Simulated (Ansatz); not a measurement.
# Run report: SiNH3F (charge +1), molecular dynamics (part 1 of 2)

- system: SiNH3F, charge +1
- method: RKS B3LYP-D4/def2-SVP (Ansatz 0.2.0)

It belongs to a series of runs on one base structure; here: dynamics from the start. Figures and captions count atoms from 1; the log counts them from 0 in places.

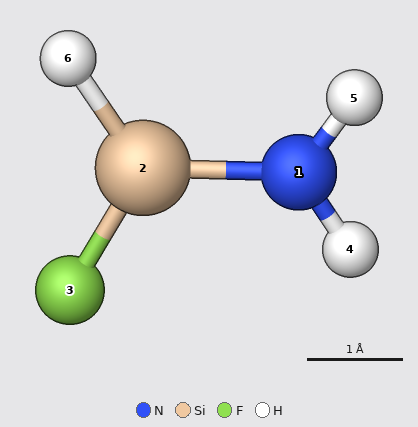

The structure as given in the input (ball-and-stick view, seen at a tilt; atoms are numbered from 1 in the order of the input). Bond lengths as drawn: F–Si 1.57 Å, H–N 1.02 Å, H–Si 1.46 Å and N–Si 1.64 Å.

Key numbers:

```csv
quantity,value
outcome,finished
mean temperature over the second half,218 K
trajectory,"150 steps, 75 fs"
ensemble,nvt_langevin
temperature in the input,400.0 K
time step,0.5 fs
potential energy (last step),−12121.9554 eV
mean-field energy (last step),−12121.8437 eV
largest force (length of the vector) (last step),1.368 eV/Å
hardware,"1 thread of Arm Neoverse V1, 24 GiB of memory available, shared host"
wall time,2.3 min
peak memory,0.096 GiB
```

So short a trajectory is not equilibrated. The logged temperature at the start can lie below the typed one, since it is counted over all degrees of freedom. The temperature stays far from the 400 K of the thermostat over the second half: the run isn't equilibrated.

Input file:
```yaml
crystal:
  periodic: [false, false, false]
  atoms:
    - { symbol: "N", position_ang: [-0.568239, 0.316313, -0.609036] }
    - { symbol: Si, position_ang: [0.499008, -0.213871, 0.518287] }
    - { symbol: F, position_ang: [0.463236, -1.74319, 0.89117] }
    - { symbol: H, position_ang: [-1.248394, -0.287745, -1.078421] }
    - { symbol: H, position_ang: [-0.621205, 1.290689, -0.916155] }
    - { symbol: H, position_ang: [1.475594, 0.637814, 1.194164] }
total_charge: 1
basis:
  gaussian: { orbitals: def2-SVP }
hamiltonian:
  xc: b3lyp
  dispersion: d4
md:
  timestep: 0.5
  n_steps: 150
  ensemble: nvt_langevin
  temperature: 400.0
  initial_velocities: maxwell_boltzmann
  seed: 856417
  friction: 0.005
  masses: [{ species: H, mass: 2.014 }]
scf:
  lower_state_search: "off"
```

Launched with:
```bash
ansatz run input.yaml --threads 1 --pin off --max-ram 2048MiB --backend cpu --events-out ev --progress --plain --runs-dir out
```

Output:
```
Engine: ansatz 0.2.0, aarch64-unknown-linux-gnu
Functional definition: B3LYP
  parameter a0 = 0.2
  parameter ax = 0.72
  parameter ac = 0.81
  exchange = (1 - a0 - ax)*slater_x + ax*b88_x + a0*exact_x
  correlation = (1 - ac)*vwn_rpa_c + ac*lyp_c
these checks for a lower state are left out or cut short: stability, starts, cluster_reference, orbital_swaps, neighbouring_geometries, increment
628 factors; integrals over basis functions are off by at most 3.9e-4 eV
mean field evaluation 1: about -12105.3700 eV, gradient 9.6e1 eV
mean field evaluation 2: about -12067.0557 eV, gradient 1.6e2 eV
mean field evaluation 4: about -12121.8636 eV, gradient 5.1e0 eV
mean field evaluation 8: about -12121.9235 eV, gradient 5.3e-2 eV
mean field -12121.92349678 eV, -445.4724719719 hartree, gradient 5.3e-6 eV, S^2 0.000000; 0 other end points of the search recorded, 0 dependent functions left out
the calculation of the forces begins
reference -12121.92367353 eV, -445.4724784674 hartree; 16, 16 occupied and 45, 45 virtual orbitals, 628 factors
md step     0: t =     0.00 fs  T =   333.3 K  F+E_penalty+E_count = -12122.03516472 eV  E_kin = 0.258520 eV  (13 SCF iters)
these checks for a lower state are left out or cut short: stability, starts, cluster_reference, orbital_swaps, neighbouring_geometries, increment
628 factors; integrals over basis functions are off by at most 3.9e-4 eV
mean field evaluation 16: about -12121.9216 eV, gradient 6.7e-1 eV
mean field -12121.92162658 eV, -445.4724032432 hartree, gradient 9.2e-6 eV, S^2 0.000000; 0 other end points of the search recorded, 0 dependent functions left out
the calculation of the forces begins
reference -12121.92180333 eV, -445.4724097386 hartree; 16, 16 occupied and 45, 45 virtual orbitals, 628 factors
md step     1: t =     0.50 fs  T =   353.2 K  F+E_penalty+E_count = -12122.03338063 eV  E_kin = 0.273895 eV  (16 SCF iters)
[... from here on the SCF iterations and repeated set-up lines of each step are left out, up to the last step ...]
md step     2: t =     1.00 fs  T =   336.0 K  F+E_penalty+E_count = -12122.02817885 eV  E_kin = 0.260575 eV  (16 SCF iters)
md step     3: t =     1.50 fs  T =   318.5 K  F+E_penalty+E_count = -12122.02009220 eV  E_kin = 0.247004 eV  (15 SCF iters)
md step     4: t =     2.00 fs  T =   300.6 K  F+E_penalty+E_count = -12122.01018368 eV  E_kin = 0.233127 eV  (15 SCF iters)
md step     5: t =     2.50 fs  T =   268.7 K  F+E_penalty+E_count = -12122.00063977 eV  E_kin = 0.208425 eV  (15 SCF iters)
md step     6: t =     3.00 fs  T =   271.6 K  F+E_penalty+E_count = -12121.99255295 eV  E_kin = 0.210637 eV  (15 SCF iters)
md step     7: t =     3.50 fs  T =   244.5 K  F+E_penalty+E_count = -12121.98549347 eV  E_kin = 0.189647 eV  (15 SCF iters)
md step     8: t =     4.00 fs  T =   239.5 K  F+E_penalty+E_count = -12121.97947878 eV  E_kin = 0.185739 eV  (15 SCF iters)
md step     9: t =     4.50 fs  T =   251.7 K  F+E_penalty+E_count = -12121.97378330 eV  E_kin = 0.195198 eV  (15 SCF iters)
md step    10: t =     5.00 fs  T =   256.8 K  F+E_penalty+E_count = -12121.96723854 eV  E_kin = 0.199171 eV  (15 SCF iters)
md step    11: t =     5.50 fs  T =   237.9 K  F+E_penalty+E_count = -12121.95992372 eV  E_kin = 0.184471 eV  (16 SCF iters)
md step    12: t =     6.00 fs  T =   211.7 K  F+E_penalty+E_count = -12121.95172726 eV  E_kin = 0.164154 eV  (16 SCF iters)
md step    13: t =     6.50 fs  T =   207.7 K  F+E_penalty+E_count = -12121.94267246 eV  E_kin = 0.161083 eV  (16 SCF iters)
md step    14: t =     7.00 fs  T =   213.2 K  F+E_penalty+E_count = -12121.93321033 eV  E_kin = 0.165329 eV  (16 SCF iters)
md step    15: t =     7.50 fs  T =   214.7 K  F+E_penalty+E_count = -12121.92374991 eV  E_kin = 0.166547 eV  (16 SCF iters)
md step    16: t =     8.00 fs  T =   206.0 K  F+E_penalty+E_count = -12121.91508713 eV  E_kin = 0.159739 eV  (16 SCF iters)
md step    17: t =     8.50 fs  T =   182.6 K  F+E_penalty+E_count = -12121.90842205 eV  E_kin = 0.141585 eV  (15 SCF iters)
md step    18: t =     9.00 fs  T =   182.9 K  F+E_penalty+E_count = -12121.90354524 eV  E_kin = 0.141859 eV  (16 SCF iters)
md step    19: t =     9.50 fs  T =   185.9 K  F+E_penalty+E_count = -12121.89992120 eV  E_kin = 0.144161 eV  (15 SCF iters)
md step    20: t =    10.00 fs  T =   189.4 K  F+E_penalty+E_count = -12121.89865472 eV  E_kin = 0.146865 eV  (16 SCF iters)
md step    21: t =    10.50 fs  T =   198.7 K  F+E_penalty+E_count = -12121.89961928 eV  E_kin = 0.154142 eV  (16 SCF iters)
md step    22: t =    11.00 fs  T =   193.4 K  F+E_penalty+E_count = -12121.90216348 eV  E_kin = 0.149994 eV  (16 SCF iters)
md step    23: t =    11.50 fs  T =   194.3 K  F+E_penalty+E_count = -12121.90515999 eV  E_kin = 0.150653 eV  (16 SCF iters)
md step    24: t =    12.00 fs  T =   196.4 K  F+E_penalty+E_count = -12121.90754113 eV  E_kin = 0.152325 eV  (15 SCF iters)
md step    25: t =    12.50 fs  T =   196.2 K  F+E_penalty+E_count = -12121.90929122 eV  E_kin = 0.152143 eV  (15 SCF iters)
md step    26: t =    13.00 fs  T =   202.0 K  F+E_penalty+E_count = -12121.91007246 eV  E_kin = 0.156671 eV  (16 SCF iters)
md step    27: t =    13.50 fs  T =   193.5 K  F+E_penalty+E_count = -12121.90876949 eV  E_kin = 0.150045 eV  (16 SCF iters)
md step    28: t =    14.00 fs  T =   196.3 K  F+E_penalty+E_count = -12121.90494079 eV  E_kin = 0.152280 eV  (16 SCF iters)
md step    29: t =    14.50 fs  T =   195.5 K  F+E_penalty+E_count = -12121.89900637 eV  E_kin = 0.151599 eV  (16 SCF iters)
md step    30: t =    15.00 fs  T =   177.9 K  F+E_penalty+E_count = -12121.89256623 eV  E_kin = 0.137970 eV  (16 SCF iters)
md step    31: t =    15.50 fs  T =   162.7 K  F+E_penalty+E_count = -12121.88776795 eV  E_kin = 0.126174 eV  (16 SCF iters)
md step    32: t =    16.00 fs  T =   158.8 K  F+E_penalty+E_count = -12121.88510752 eV  E_kin = 0.123181 eV  (16 SCF iters)
md step    33: t =    16.50 fs  T =   169.2 K  F+E_penalty+E_count = -12121.88486011 eV  E_kin = 0.131229 eV  (16 SCF iters)
md step    34: t =    17.00 fs  T =   168.7 K  F+E_penalty+E_count = -12121.88641671 eV  E_kin = 0.130837 eV  (16 SCF iters)
md step    35: t =    17.50 fs  T =   177.7 K  F+E_penalty+E_count = -12121.88814325 eV  E_kin = 0.137780 eV  (16 SCF iters)
md step    36: t =    18.00 fs  T =   188.0 K  F+E_penalty+E_count = -12121.88887342 eV  E_kin = 0.145785 eV  (16 SCF iters)
md step    37: t =    18.50 fs  T =   185.7 K  F+E_penalty+E_count = -12121.88745431 eV  E_kin = 0.144015 eV  (16 SCF iters)
md step    38: t =    19.00 fs  T =   191.0 K  F+E_penalty+E_count = -12121.88344389 eV  E_kin = 0.148144 eV  (16 SCF iters)
md step    39: t =    19.50 fs  T =   185.7 K  F+E_penalty+E_count = -12121.87708540 eV  E_kin = 0.144031 eV  (16 SCF iters)
md step    40: t =    20.00 fs  T =   180.9 K  F+E_penalty+E_count = -12121.86851119 eV  E_kin = 0.140318 eV  (16 SCF iters)
md step    41: t =    20.50 fs  T =   168.6 K  F+E_penalty+E_count = -12121.85851792 eV  E_kin = 0.130734 eV  (16 SCF iters)
md step    42: t =    21.00 fs  T =   170.2 K  F+E_penalty+E_count = -12121.84845019 eV  E_kin = 0.132031 eV  (16 SCF iters)
md step    43: t =    21.50 fs  T =   164.6 K  F+E_penalty+E_count = -12121.83900306 eV  E_kin = 0.127685 eV  (16 SCF iters)
md step    44: t =    22.00 fs  T =   155.6 K  F+E_penalty+E_count = -12121.83129911 eV  E_kin = 0.120692 eV  (16 SCF iters)
md step    45: t =    22.50 fs  T =   160.9 K  F+E_penalty+E_count = -12121.82641368 eV  E_kin = 0.124769 eV  (13 SCF iters)
md step    46: t =    23.00 fs  T =   146.7 K  F+E_penalty+E_count = -12121.82480607 eV  E_kin = 0.113777 eV  (13 SCF iters)
md step    47: t =    23.50 fs  T =   140.6 K  F+E_penalty+E_count = -12121.82615228 eV  E_kin = 0.109049 eV  (14 SCF iters)
md step    48: t =    24.00 fs  T =   145.1 K  F+E_penalty+E_count = -12121.83033189 eV  E_kin = 0.112535 eV  (13 SCF iters)
md step    49: t =    24.50 fs  T =   161.8 K  F+E_penalty+E_count = -12121.83691041 eV  E_kin = 0.125472 eV  (13 SCF iters)
md step    50: t =    25.00 fs  T =   173.9 K  F+E_penalty+E_count = -12121.84520801 eV  E_kin = 0.134863 eV  (16 SCF iters)
md step    51: t =    25.50 fs  T =   193.2 K  F+E_penalty+E_count = -12121.85418639 eV  E_kin = 0.149837 eV  (16 SCF iters)
md step    52: t =    26.00 fs  T =   193.3 K  F+E_penalty+E_count = -12121.86256861 eV  E_kin = 0.149954 eV  (16 SCF iters)
md step    53: t =    26.50 fs  T =   212.5 K  F+E_penalty+E_count = -12121.86956830 eV  E_kin = 0.164790 eV  (16 SCF iters)
md step    54: t =    27.00 fs  T =   208.7 K  F+E_penalty+E_count = -12121.87435406 eV  E_kin = 0.161872 eV  (16 SCF iters)
md step    55: t =    27.50 fs  T =   216.8 K  F+E_penalty+E_count = -12121.87695749 eV  E_kin = 0.168124 eV  (15 SCF iters)
md step    56: t =    28.00 fs  T =   226.7 K  F+E_penalty+E_count = -12121.87799516 eV  E_kin = 0.175837 eV  (15 SCF iters)
md step    57: t =    28.50 fs  T =   212.3 K  F+E_penalty+E_count = -12121.87823687 eV  E_kin = 0.164629 eV  (15 SCF iters)
md step    58: t =    29.00 fs  T =   227.5 K  F+E_penalty+E_count = -12121.87888677 eV  E_kin = 0.176447 eV  (15 SCF iters)
md step    59: t =    29.50 fs  T =   239.2 K  F+E_penalty+E_count = -12121.88027481 eV  E_kin = 0.185481 eV  (15 SCF iters)
md step    60: t =    30.00 fs  T =   237.4 K  F+E_penalty+E_count = -12121.88234873 eV  E_kin = 0.184131 eV  (15 SCF iters)
md step    61: t =    30.50 fs  T =   257.7 K  F+E_penalty+E_count = -12121.88518832 eV  E_kin = 0.199875 eV  (15 SCF iters)
md step    62: t =    31.00 fs  T =   250.1 K  F+E_penalty+E_count = -12121.88818282 eV  E_kin = 0.193942 eV  (15 SCF iters)
md step    63: t =    31.50 fs  T =   257.0 K  F+E_penalty+E_count = -12121.89090882 eV  E_kin = 0.199324 eV  (15 SCF iters)
md step    64: t =    32.00 fs  T =   246.1 K  F+E_penalty+E_count = -12121.89337002 eV  E_kin = 0.190884 eV  (15 SCF iters)
md step    65: t =    32.50 fs  T =   247.3 K  F+E_penalty+E_count = -12121.89504396 eV  E_kin = 0.191761 eV  (15 SCF iters)
md step    66: t =    33.00 fs  T =   248.3 K  F+E_penalty+E_count = -12121.89579403 eV  E_kin = 0.192608 eV  (14 SCF iters)
md step    67: t =    33.50 fs  T =   254.7 K  F+E_penalty+E_count = -12121.89621855 eV  E_kin = 0.197501 eV  (16 SCF iters)
md step    68: t =    34.00 fs  T =   255.5 K  F+E_penalty+E_count = -12121.89656408 eV  E_kin = 0.198122 eV  (16 SCF iters)
md step    69: t =    34.50 fs  T =   240.6 K  F+E_penalty+E_count = -12121.89722189 eV  E_kin = 0.186580 eV  (16 SCF iters)
md step    70: t =    35.00 fs  T =   248.4 K  F+E_penalty+E_count = -12121.89881832 eV  E_kin = 0.192614 eV  (16 SCF iters)
md step    71: t =    35.50 fs  T =   252.4 K  F+E_penalty+E_count = -12121.90105808 eV  E_kin = 0.195757 eV  (16 SCF iters)
md step    72: t =    36.00 fs  T =   247.8 K  F+E_penalty+E_count = -12121.90378157 eV  E_kin = 0.192160 eV  (16 SCF iters)
md step    73: t =    36.50 fs  T =   231.6 K  F+E_penalty+E_count = -12121.90769098 eV  E_kin = 0.179591 eV  (16 SCF iters)
md step    74: t =    37.00 fs  T =   252.6 K  F+E_penalty+E_count = -12121.91364479 eV  E_kin = 0.195918 eV  (16 SCF iters)
md step    75: t =    37.50 fs  T =   246.4 K  F+E_penalty+E_count = -12121.92084320 eV  E_kin = 0.191096 eV  (16 SCF iters)
md step    76: t =    38.00 fs  T =   271.6 K  F+E_penalty+E_count = -12121.92794360 eV  E_kin = 0.210638 eV  (16 SCF iters)
md step    77: t =    38.50 fs  T =   263.8 K  F+E_penalty+E_count = -12121.93324817 eV  E_kin = 0.204619 eV  (16 SCF iters)
md step    78: t =    39.00 fs  T =   266.0 K  F+E_penalty+E_count = -12121.93602197 eV  E_kin = 0.206297 eV  (16 SCF iters)
md step    79: t =    39.50 fs  T =   258.7 K  F+E_penalty+E_count = -12121.93654788 eV  E_kin = 0.200674 eV  (16 SCF iters)
md step    80: t =    40.00 fs  T =   270.3 K  F+E_penalty+E_count = -12121.93481549 eV  E_kin = 0.209600 eV  (16 SCF iters)
md step    81: t =    40.50 fs  T =   277.7 K  F+E_penalty+E_count = -12121.93120866 eV  E_kin = 0.215407 eV  (16 SCF iters)
md step    82: t =    41.00 fs  T =   282.7 K  F+E_penalty+E_count = -12121.92683722 eV  E_kin = 0.219269 eV  (16 SCF iters)
md step    83: t =    41.50 fs  T =   285.8 K  F+E_penalty+E_count = -12121.92239536 eV  E_kin = 0.221650 eV  (16 SCF iters)
md step    84: t =    42.00 fs  T =   285.3 K  F+E_penalty+E_count = -12121.91790682 eV  E_kin = 0.221269 eV  (16 SCF iters)
md step    85: t =    42.50 fs  T =   263.8 K  F+E_penalty+E_count = -12121.91477014 eV  E_kin = 0.204595 eV  (16 SCF iters)
md step    86: t =    43.00 fs  T =   259.7 K  F+E_penalty+E_count = -12121.91422376 eV  E_kin = 0.201403 eV  (15 SCF iters)
md step    87: t =    43.50 fs  T =   266.8 K  F+E_penalty+E_count = -12121.91629090 eV  E_kin = 0.206902 eV  (16 SCF iters)
md step    88: t =    44.00 fs  T =   270.9 K  F+E_penalty+E_count = -12121.91960834 eV  E_kin = 0.210084 eV  (16 SCF iters)
md step    89: t =    44.50 fs  T =   270.9 K  F+E_penalty+E_count = -12121.92256255 eV  E_kin = 0.210076 eV  (16 SCF iters)
md step    90: t =    45.00 fs  T =   263.0 K  F+E_penalty+E_count = -12121.92420686 eV  E_kin = 0.204008 eV  (16 SCF iters)
md step    91: t =    45.50 fs  T =   271.2 K  F+E_penalty+E_count = -12121.92442898 eV  E_kin = 0.210304 eV  (16 SCF iters)
md step    92: t =    46.00 fs  T =   276.1 K  F+E_penalty+E_count = -12121.92324110 eV  E_kin = 0.214127 eV  (16 SCF iters)
md step    93: t =    46.50 fs  T =   268.7 K  F+E_penalty+E_count = -12121.92057293 eV  E_kin = 0.208400 eV  (16 SCF iters)
md step    94: t =    47.00 fs  T =   253.7 K  F+E_penalty+E_count = -12121.91641769 eV  E_kin = 0.196784 eV  (16 SCF iters)
md step    95: t =    47.50 fs  T =   252.2 K  F+E_penalty+E_count = -12121.91071323 eV  E_kin = 0.195615 eV  (15 SCF iters)
md step    96: t =    48.00 fs  T =   243.4 K  F+E_penalty+E_count = -12121.90399664 eV  E_kin = 0.188782 eV  (16 SCF iters)
md step    97: t =    48.50 fs  T =   239.0 K  F+E_penalty+E_count = -12121.89728147 eV  E_kin = 0.185386 eV  (16 SCF iters)
md step    98: t =    49.00 fs  T =   217.1 K  F+E_penalty+E_count = -12121.89127539 eV  E_kin = 0.168396 eV  (16 SCF iters)
md step    99: t =    49.50 fs  T =   203.8 K  F+E_penalty+E_count = -12121.88617948 eV  E_kin = 0.158094 eV  (16 SCF iters)
md step   100: t =    50.00 fs  T =   188.5 K  F+E_penalty+E_count = -12121.88196937 eV  E_kin = 0.146191 eV  (16 SCF iters)
md step   101: t =    50.50 fs  T =   187.4 K  F+E_penalty+E_count = -12121.87869810 eV  E_kin = 0.145337 eV  (15 SCF iters)
md step   102: t =    51.00 fs  T =   171.7 K  F+E_penalty+E_count = -12121.87622675 eV  E_kin = 0.133186 eV  (16 SCF iters)
md step   103: t =    51.50 fs  T =   180.6 K  F+E_penalty+E_count = -12121.87467733 eV  E_kin = 0.140072 eV  (16 SCF iters)
md step   104: t =    52.00 fs  T =   161.8 K  F+E_penalty+E_count = -12121.87371817 eV  E_kin = 0.125520 eV  (16 SCF iters)
md step   105: t =    52.50 fs  T =   155.4 K  F+E_penalty+E_count = -12121.87367616 eV  E_kin = 0.120537 eV  (16 SCF iters)
md step   106: t =    53.00 fs  T =   143.9 K  F+E_penalty+E_count = -12121.87440242 eV  E_kin = 0.111619 eV  (16 SCF iters)
md step   107: t =    53.50 fs  T =   138.4 K  F+E_penalty+E_count = -12121.87565368 eV  E_kin = 0.107299 eV  (16 SCF iters)
md step   108: t =    54.00 fs  T =   144.1 K  F+E_penalty+E_count = -12121.87808757 eV  E_kin = 0.111734 eV  (16 SCF iters)
md step   109: t =    54.50 fs  T =   158.4 K  F+E_penalty+E_count = -12121.88277994 eV  E_kin = 0.122870 eV  (16 SCF iters)
md step   110: t =    55.00 fs  T =   157.3 K  F+E_penalty+E_count = -12121.88964890 eV  E_kin = 0.122028 eV  (16 SCF iters)
md step   111: t =    55.50 fs  T =   153.2 K  F+E_penalty+E_count = -12121.89792413 eV  E_kin = 0.118852 eV  (16 SCF iters)
md step   112: t =    56.00 fs  T =   168.8 K  F+E_penalty+E_count = -12121.90614856 eV  E_kin = 0.130949 eV  (16 SCF iters)
md step   113: t =    56.50 fs  T =   171.1 K  F+E_penalty+E_count = -12121.91366009 eV  E_kin = 0.132671 eV  (16 SCF iters)
md step   114: t =    57.00 fs  T =   164.8 K  F+E_penalty+E_count = -12121.92125059 eV  E_kin = 0.127798 eV  (16 SCF iters)
md step   115: t =    57.50 fs  T =   178.7 K  F+E_penalty+E_count = -12121.92856762 eV  E_kin = 0.138599 eV  (16 SCF iters)
md step   116: t =    58.00 fs  T =   185.3 K  F+E_penalty+E_count = -12121.93525239 eV  E_kin = 0.143683 eV  (16 SCF iters)
md step   117: t =    58.50 fs  T =   197.0 K  F+E_penalty+E_count = -12121.94137313 eV  E_kin = 0.152750 eV  (16 SCF iters)
md step   118: t =    59.00 fs  T =   208.2 K  F+E_penalty+E_count = -12121.94676298 eV  E_kin = 0.161434 eV  (16 SCF iters)
md step   119: t =    59.50 fs  T =   196.6 K  F+E_penalty+E_count = -12121.95108580 eV  E_kin = 0.152470 eV  (16 SCF iters)
md step   120: t =    60.00 fs  T =   187.5 K  F+E_penalty+E_count = -12121.95453828 eV  E_kin = 0.145442 eV  (16 SCF iters)
md step   121: t =    60.50 fs  T =   194.9 K  F+E_penalty+E_count = -12121.95769997 eV  E_kin = 0.151118 eV  (16 SCF iters)
md step   122: t =    61.00 fs  T =   192.2 K  F+E_penalty+E_count = -12121.96100323 eV  E_kin = 0.149053 eV  (16 SCF iters)
md step   123: t =    61.50 fs  T =   214.7 K  F+E_penalty+E_count = -12121.96464090 eV  E_kin = 0.166539 eV  (16 SCF iters)
md step   124: t =    62.00 fs  T =   220.6 K  F+E_penalty+E_count = -12121.96860043 eV  E_kin = 0.171090 eV  (16 SCF iters)
md step   125: t =    62.50 fs  T =   235.4 K  F+E_penalty+E_count = -12121.97251561 eV  E_kin = 0.182555 eV  (16 SCF iters)
md step   126: t =    63.00 fs  T =   239.4 K  F+E_penalty+E_count = -12121.97564205 eV  E_kin = 0.185666 eV  (16 SCF iters)
md step   127: t =    63.50 fs  T =   258.2 K  F+E_penalty+E_count = -12121.97853054 eV  E_kin = 0.200274 eV  (16 SCF iters)
md step   128: t =    64.00 fs  T =   248.0 K  F+E_penalty+E_count = -12121.98028547 eV  E_kin = 0.192334 eV  (16 SCF iters)
md step   129: t =    64.50 fs  T =   248.4 K  F+E_penalty+E_count = -12121.98046852 eV  E_kin = 0.192618 eV  (16 SCF iters)
md step   130: t =    65.00 fs  T =   255.5 K  F+E_penalty+E_count = -12121.98010971 eV  E_kin = 0.198136 eV  (16 SCF iters)
md step   131: t =    65.50 fs  T =   257.1 K  F+E_penalty+E_count = -12121.97947948 eV  E_kin = 0.199421 eV  (15 SCF iters)
md step   132: t =    66.00 fs  T =   250.3 K  F+E_penalty+E_count = -12121.97930979 eV  E_kin = 0.194129 eV  (15 SCF iters)
md step   133: t =    66.50 fs  T =   249.5 K  F+E_penalty+E_count = -12121.97909453 eV  E_kin = 0.193537 eV  (15 SCF iters)
md step   134: t =    67.00 fs  T =   240.7 K  F+E_penalty+E_count = -12121.97734103 eV  E_kin = 0.186677 eV  (15 SCF iters)
md step   135: t =    67.50 fs  T =   232.6 K  F+E_penalty+E_count = -12121.97352248 eV  E_kin = 0.180377 eV  (15 SCF iters)
md step   136: t =    68.00 fs  T =   213.6 K  F+E_penalty+E_count = -12121.96846551 eV  E_kin = 0.165659 eV  (15 SCF iters)
md step   137: t =    68.50 fs  T =   194.3 K  F+E_penalty+E_count = -12121.96317041 eV  E_kin = 0.150672 eV  (15 SCF iters)
md step   138: t =    69.00 fs  T =   197.4 K  F+E_penalty+E_count = -12121.95748086 eV  E_kin = 0.153123 eV  (15 SCF iters)
md step   139: t =    69.50 fs  T =   193.5 K  F+E_penalty+E_count = -12121.95116586 eV  E_kin = 0.150053 eV  (15 SCF iters)
md step   140: t =    70.00 fs  T =   190.5 K  F+E_penalty+E_count = -12121.94509783 eV  E_kin = 0.147720 eV  (15 SCF iters)
md step   141: t =    70.50 fs  T =   182.5 K  F+E_penalty+E_count = -12121.94090070 eV  E_kin = 0.141567 eV  (16 SCF iters)
md step   142: t =    71.00 fs  T =   184.2 K  F+E_penalty+E_count = -12121.93897907 eV  E_kin = 0.142874 eV  (16 SCF iters)
md step   143: t =    71.50 fs  T =   173.1 K  F+E_penalty+E_count = -12121.93880728 eV  E_kin = 0.134279 eV  (16 SCF iters)
md step   144: t =    72.00 fs  T =   181.5 K  F+E_penalty+E_count = -12121.94001565 eV  E_kin = 0.140753 eV  (16 SCF iters)
```
